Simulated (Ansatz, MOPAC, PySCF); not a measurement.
SiH4 (SMILES [SiH4]) and C3H4 (SMILES C=C=C) are pulled apart as rigid monomers along the line of their centres of mass, from the B3LYP-D3(BJ)/def2-TZVP minimum. Starting geometry (charge 0, multiplicity 1):
```xyz
12

Si    -0.181    -0.031     0.110
H     -0.641    -1.425     0.287
H     -1.041     0.886     0.888
H     -0.267     0.329    -1.326
H      1.223     0.097     0.558
C      0.096    -1.261     3.511
C      0.131     0.020     3.734
C      0.163     1.302     3.943
H      0.979    -1.799     3.187
H     -0.816    -1.831     3.642
H      0.405     1.709     4.918
H     -0.051     2.004     3.145
```

Interaction energies with rigid monomers; basis-set methods are counterpoise corrected unless marked otherwise.

Correlated levels freeze the cores. The state reached by PM7 isn't checked; PM7 holds dispersion and hydrogen-bond terms.

The values were computed with Ansatz (Gaussian orbitals); MOPAC for PM7 (differences of heats of formation); PySCF for the dispersion terms. Values without a source in brackets are computed.

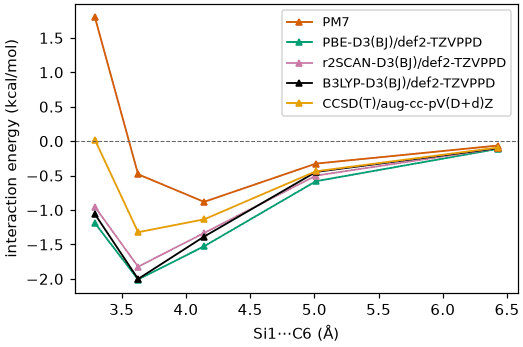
Fig. 1. Interaction energy against separation

Task: Which level binds most strongly at Si1···C6 = 3.63, and by how much?

Result: PBE-D3(BJ)/def2-TZVPPD, -2.0 kcal/mol.

Ansatz is a quantum-chemistry and plane-wave program.
